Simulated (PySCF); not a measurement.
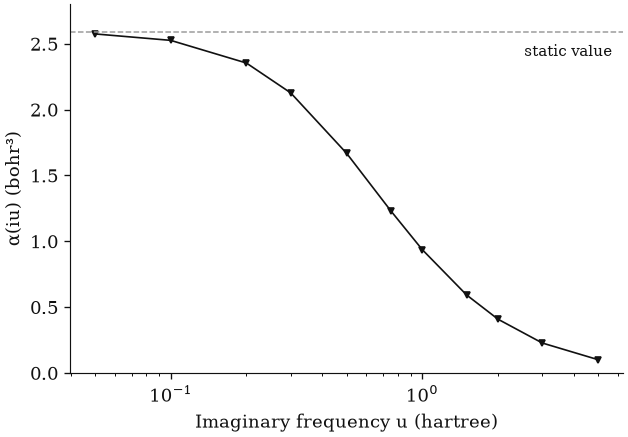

Dipole polarisability at imaginary frequency of N²⁺ ([He] 2s² 2p). Coupled response at the revPBE level; PySCF, dyall-av2z, non-relativistic, unrestricted single determinants, no spin-orbit coupling.

> Give the static polarisability, its fall-off and C₆.

The static dipole polarisability is 2.59 bohr³; α(iu) falls to half of it near u = 0.71 hartree. The Casimir–Polder integral gives C₆ = 3.68 hartree bohr⁶ for two such species.
